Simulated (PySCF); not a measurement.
C₂H₁₀AlBO₆Si, SMILES [Si](C)(C)(OB(O)O)[O][Al]([OH])[OH], GFN2-xTB optimised geometry. Atoms within 1.6 Å of the plane z = 0.0 Å (x, y, z in Å): B1 (-0.35, 0.53, 0.00), O2 (-1.09, -0.66, 0.01), O3 (-1.11, 1.66, 0.00), O4 (0.96, 0.53, 0.00), Si5 (2.04, -0.75, -0.03), C7 (3.10, -0.55, 1.54), O8 (1.19, -2.11, -0.01), Al9 (-0.50, -2.48, -0.07), O10 (-1.17, -3.11, 1.31), O11 (-1.12, -2.84, -1.56), H12 (-2.04, -0.53, -0.01), H13 (-0.61, 2.48, -0.01), H18 (3.88, -1.30, 1.57), H19 (3.57, 0.43, 1.56).

Method: PBE0/def2-SVP in PySCF. Cells within 0.4 Å of a nucleus heavier than hydrogen are left out (blank, or x).

Map of the electrostatic potential (hartree/e), clipped to [-0.08, 0.12] on the plane z = 0.0 Å:

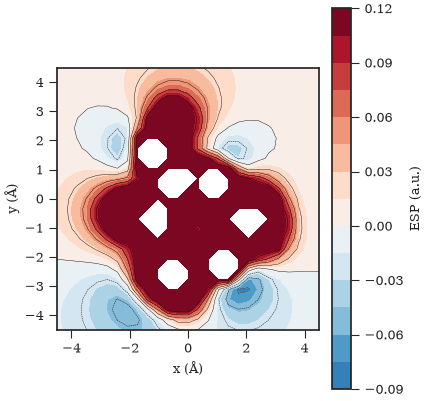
Fig. 1. Electrostatic potential (hartree/e), clipped to [-0.08, 0.12] on the plane z = 0.0 Å.
